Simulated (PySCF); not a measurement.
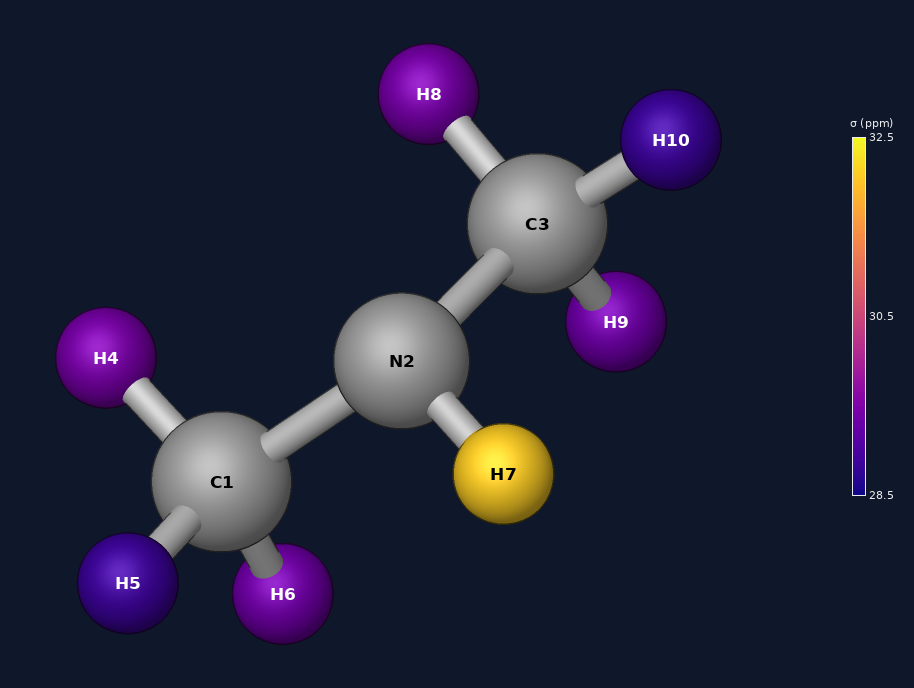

Atoms are coloured by their isotropic NMR shieldings (H only, the others grey). Computed geometry: GFN2-xTB optimisation. No frequency run is at hand to confirm it as a minimum. Properties computed with GIAO PBE0/pcSseg-1 NMR shielding, non-relativistic, gas phase (PySCF 2.14.0).

Q: Which H atom is the most shielded (lowest chemical shift)?

A: H7 (32.08 ppm).

Q: Which H atom is the least shielded (highest chemical shift)?

A: H5, H10 (28.86 ppm).

Q: How wide is the range of H shifts?

A: 3.22 ppm.

Give the isotropic NMR shieldings of the H atoms atom by atom.

```csv
atom,σ (ppm)
H4,29.44
H5,28.86
H6,29.37
H7,32.08
H8,29.44
H9,29.36
H10,28.86
```
